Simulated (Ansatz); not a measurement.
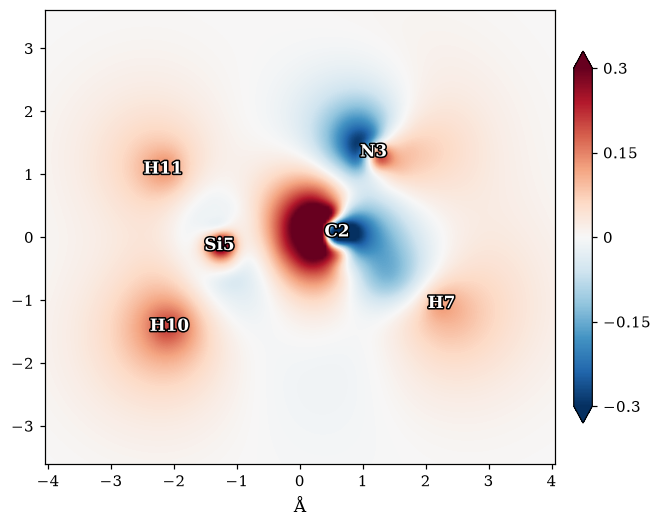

*CH₆N₂OSi. The LUMO on the plane of atoms N3, C2 and Si5 (values in Å⁻³ᐟ²; the overall sign is arbitrary).*

Theory: Ansatz, RKS LDA/def2-SVP.

Input file:

```
crystal:
  periodic: [false, false, false]
  atoms:
    - { symbol: "N", position_ang: [0.2192, 1.1845, 0.8549] }
    - { symbol: C, position_ang: [0.097, -0.0513, 0.1829] }
    - { symbol: "N", position_ang: [0.2158, -1.1163, 1.1157] }
    - { symbol: O, position_ang: [-0.9372, -0.1637, -0.6702] }
    - { symbol: Si, position_ang: [0.3057, -0.3271, -1.6766] }
    - { symbol: H, position_ang: [0.1362, 1.9979, 0.1541] }
    - { symbol: H, position_ang: [-0.6595, 1.3563, 1.3849] }
    - { symbol: H, position_ang: [-0.6362, -1.3978, 1.4313] }
    - { symbol: H, position_ang: [0.7193, -0.7306, 1.9974] }
    - { symbol: H, position_ang: [0.3425, 0.8743, -2.5239] }
    - { symbol: H, position_ang: [0.2626, -1.6833, -2.2299] }
basis:
  gaussian: { orbitals: def2-SVP }
hamiltonian:
  xc: lda
relax:
  f_tol: 0.02
  max_steps: 50
output:
  orbitals: {}
```

Command:

```sh
ansatz run input.yaml --threads 2 --pin off --max-ram 3072MiB --backend cpu --events-out ev --progress --plain --runs-dir out
```

The fields are those of the relaxed geometry.

### Describe this orbital and give its energy.

It lies mainly on Si5 (about 55 %), C2 (about 15 %), O4 (about 10 %) and H10 (about 5 %). Its energy is −1.21 eV.
